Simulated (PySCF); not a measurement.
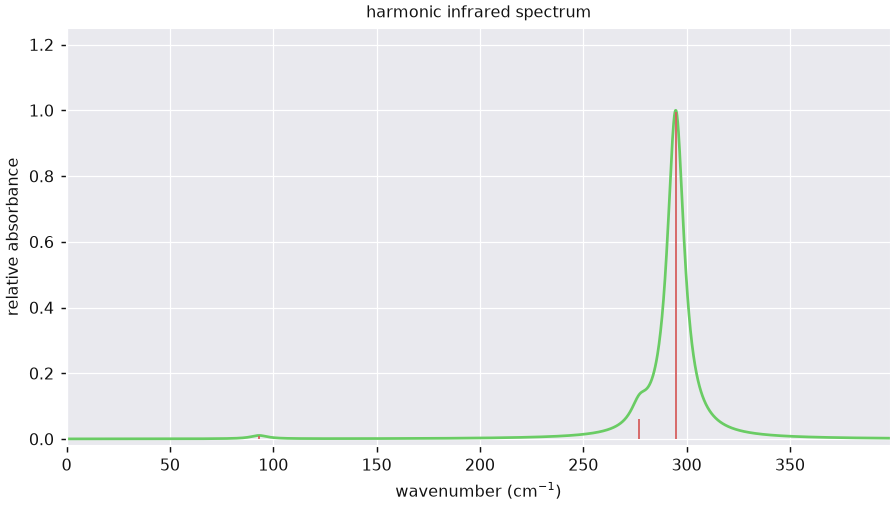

IR spectrum of SbSe₂⁻, singlet, at a minimum, with Sb as the central atom. Unscaled harmonic wavenumbers and double-harmonic intensities, PBE0/def2-SVPD (ECP) with PySCF, isolated molecule. Structures are the lowest points that the searches found. Degenerate modes count as one line, with their intensities summed. Lorentzian lines of 10 cm⁻¹ full width. Close modes add up in the curve.

> Which point group goes with this spectrum?

The calculation gave C2v. Its 3 modes give 3 distinct wavenumbers, 3 with an intensity of 0.05 km/mol or more.
| cm⁻¹ | km/mol | symmetry |
| --- | --- | --- |
| 93.2 | 0.8 | a1 |
| 277.2 | 5.1 | a1 |
| 294.8 | 81.9 | b2 |

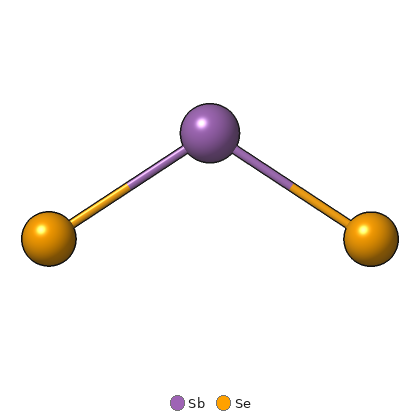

Caveats: double-zeta basis on some or all atoms.
